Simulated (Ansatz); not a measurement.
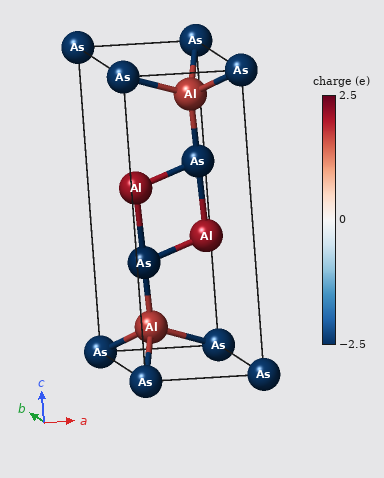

Drawn in the ball-and-stick manner and seen slightly off an axis. The wireframe shows the simulation cell. The atoms of this Al4As3 cell are coloured by their Bader charge.

Calculation details: DFT, PAW plane waves, PBEsol (Ansatz 0.2.0); wavefunction cutoff 420 eV, k-grid 8×8×8, Fermi-Dirac smearing of 0.1 eV, no spin polarisation. The pressure of the cell is 25 GPa.

> What charges do the elements carry?

Most positive: Al; most negative: As. Charges: about Al +1.7 to +2.0 e; As -2.5 to -2.4 e.

The geometry is that of a generated cell, made by putting these elements into a known structure type (the compound may or may not exist in this form), without relaxation. It went into a calculation with Ansatz.

At this level of theory the cell isn't at rest (compressed, at 25 GPa and forces up to 2.4 eV/Å), so its distances can differ from those at equilibrium, the more so the softer the solid.
